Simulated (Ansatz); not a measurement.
Crystal: Na3SI, coordinates from a relaxation with Ansatz, DFT, r2SCAN+rVV10, plane waves, PAW; the starting structure was generated, so it need not be a known form of this composition.

```yaml
crystal:
  lattice:
    - [5.24959, 0.00000, 0.00000]
    - [0.00000, 5.24959, 0.00000]
    - [0.00000, 0.00000, 5.24959]
  atoms:
    - { symbol: I, position: [0.00000, 0.00000, 0.00000] }
    - { symbol: S, position: [0.50000, 0.50000, 0.50000] }
    - { symbol: Na, position: [0.50000, 0.50000, 0.00000] }
    - { symbol: Na, position: [0.50000, 0.00000, 0.50000] }
    - { symbol: Na, position: [0.00000, 0.50000, 0.50000] }
```

What does its first Brillouin zone look like, and which path through it is standard?

It has a simple cubic lattice (cP; extended symbol cP2). The zone is a cube: 6 faces (6 with 4 edges), 12 edges, 8 vertices. Path: Γ–X–M–Γ–R–X | R–M.

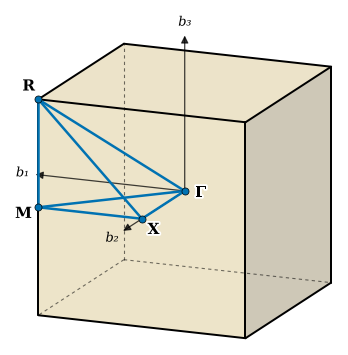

Labels and path follow the convention of Hinuma et al. (2017), as computed by seekpath; the arrows show the directions of the reciprocal primitive vectors b₁, b₂, b₃, in which coordinates are given; lengths include the factor 2π.

```tsv
point	k₁	k₂	k₃	length of k (1/Å)
Γ	0	0	0	0.000
R	1/2	1/2	1/2	1.037
M	1/2	1/2	0	0.846
X	0	1/2	0	0.598
```
